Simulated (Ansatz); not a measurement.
**CH₆AlBO: density, localisation and related maps**

Input

```
crystal:
  periodic: [false, false, false]
  atoms:
    - symbol: C
      position_ang: [-1.932723, 1.247048, -0.652060]
    - symbol: Al
      position_ang: [-0.599915, -0.074145, -1.150930]
    - symbol: B
      position_ang: [0.281281, -2.134517, 0.911272]
    - symbol: O
      position_ang: [-0.103853, -1.231863, 0.008534]
    - symbol: H
      position_ang: [-0.314154, -3.192830, 0.998698]
    - symbol: H
      position_ang: [1.223743, -1.892479, 1.642950]
    - symbol: H
      position_ang: [-1.536107, 2.269741, -0.770045]
    - symbol: H
      position_ang: [-2.271896, 1.132049, 0.388787]
    - symbol: H
      position_ang: [-2.817367, 1.179557, -1.307844]
    - symbol: H
      position_ang: [0.095329, -0.194461, -2.566145]
basis:
  gaussian:
    orbitals: def2-TZVPD
hamiltonian:
  xc: pbe0
output:
  forces: true
  orbitals: {seedname: orbitals}
```

Command:

```sh
ansatz run input.yaml --threads 2 --pin off --max-ram 4350MiB --events-out events.jsonl --progress --plain --runs-dir runs
```

Geometry: PBE0-D3(BJ)/def2-SVP.

Theory: isolated molecule in a Gaussian basis; Kohn-Sham density functional theory, functional PBE0 (Ansatz).

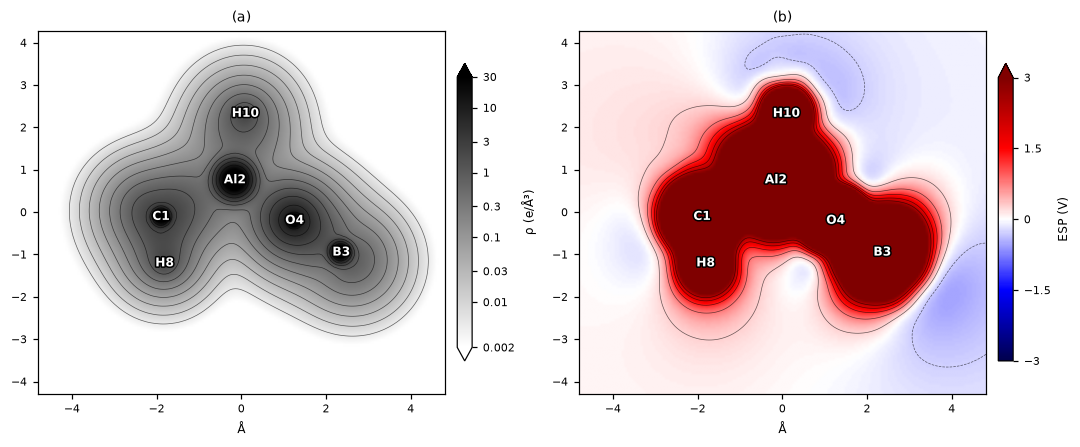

Figure 1. (a) total electron density; (b) molecular electrostatic potential on the plane of atoms C1, Al2 and O4.

Question: Describe what can be read from this map.

Answer: The plane passes through C, Al, B, O and H nuclei.
B–O (1.33 Å): ρ is about 2.2 e/Å³ halfway.
Al–O (1.71 Å): ρ at the midpoint is about 0.83 e/Å³.
C–Al (1.94 Å): ρ at the midpoint is about 0.74 e/Å³.
C–H (1.10 Å): ρ is about 1.9 e/Å³ halfway.
Al–H (1.58 Å): ρ at the midpoint is about 0.57 e/Å³.
Outside the dense part of the molecule the potential is most negative (−0.5 V) near H6, which lies off the plane.

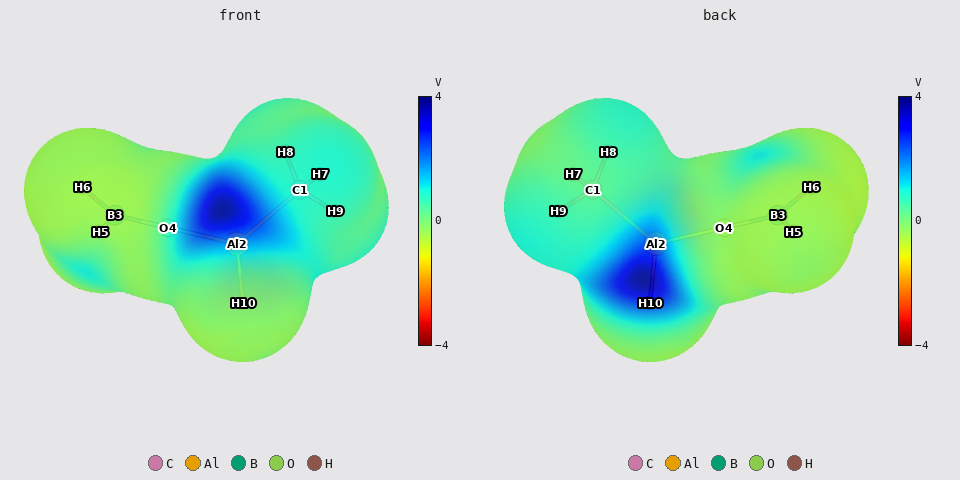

Figure 2. The electrostatic potential painted on the density surface at 0.002 e/bohr³, seen from the front and from behind; red is negative and blue positive.

Question: Where is the surface potential most negative and most positive?

Answer: The most negative region (about −0.5 V) lies over H5 and H6, the most positive (about +3.6 V) over Al2.

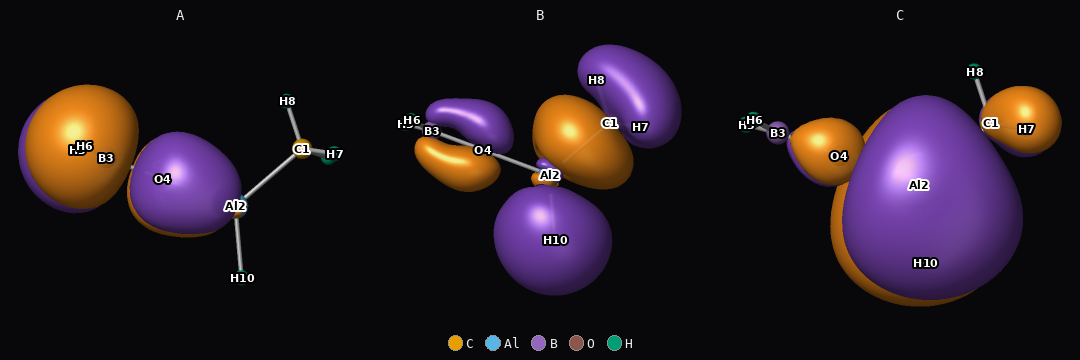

Figure 3. Three frontier orbitals at ±0.06 Å⁻³ᐟ² (orange and purple are the two phases), in no order.

Question: Which picture is the HOMO−1, the HOMO and the LUMO?

Answer: B is the HOMO−1 (−8.28 eV). By Hirshfeld shares it lies mainly on C1 (about 35 %), Al2 (about 25 %) and H10 (about 25 %). A is the HOMO (−7.78 eV). Its weight (Hirshfeld) is mainly on O4 (about 30 %), B3 (about 25 %), H6 (about 20 %) and H5 (about 20 %). C is the LUMO (−0.85 eV). It lies mainly on Al2 (about 75 %) and H10 (about 5 %).

Question: What is the HOMO–LUMO gap?

Answer: 6.93 eV between the orbital energies.
